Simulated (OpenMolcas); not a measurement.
# How methods differ on CH3AlO (SMILES [CH3][Al]=[O])

CH3AlO: 6 atoms, total charge 0, spin state singlet. As SMILES, `[CH3][Al]=[O]`. The shape is that of a PBE0-D4/def2-TZVP optimisation.

Each level gives the HOMO–LUMO gap (eV). The values are calculated.

```json
{"level": "HF/aug-cc-pVDZ", "kind": "Hartree–Fock", "program": "OpenMolcas", "value (eV)": "10.83", "CPU time": "12 s"}
{"level": "SVWN5/aug-cc-pVDZ", "kind": "LDA", "program": "OpenMolcas", "value (eV)": "3.69", "CPU time": "29 s"}
{"level": "BLYP/aug-cc-pVDZ", "kind": "GGA", "program": "OpenMolcas", "value (eV)": "3.57", "CPU time": "40 s"}
{"level": "revPBE/aug-cc-pVDZ", "kind": "GGA", "program": "OpenMolcas", "value (eV)": "3.65", "CPU time": "40 s"}
{"level": "M06-L/aug-cc-pVDZ", "kind": "meta-GGA", "program": "OpenMolcas", "value (eV)": "4.14", "CPU time": "55 s"}
{"level": "TPSS/aug-cc-pVDZ", "kind": "meta-GGA", "program": "OpenMolcas", "value (eV)": "3.85", "CPU time": "58 s"}
{"level": "r2SCAN/aug-cc-pVDZ", "kind": "meta-GGA", "program": "OpenMolcas", "value (eV)": "4.23", "CPU time": "56 s"}
{"level": "PBE0/aug-cc-pVDZ", "kind": "global hybrid", "program": "OpenMolcas", "value (eV)": "5.68", "CPU time": "38 s"}
```

The values span 3.57 to 10.83 eV. Orbital gaps aren't excitation energies; they tend to grow with the share of exact exchange. CPU times are rough (shared hosts, several kinds of processor): they show what a rung costs within a factor of a few.

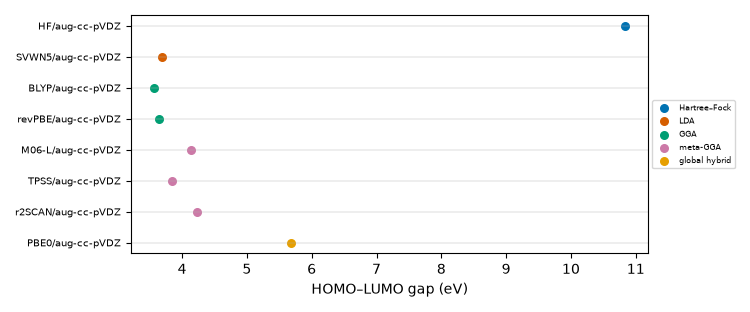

The values of the table, level by level.
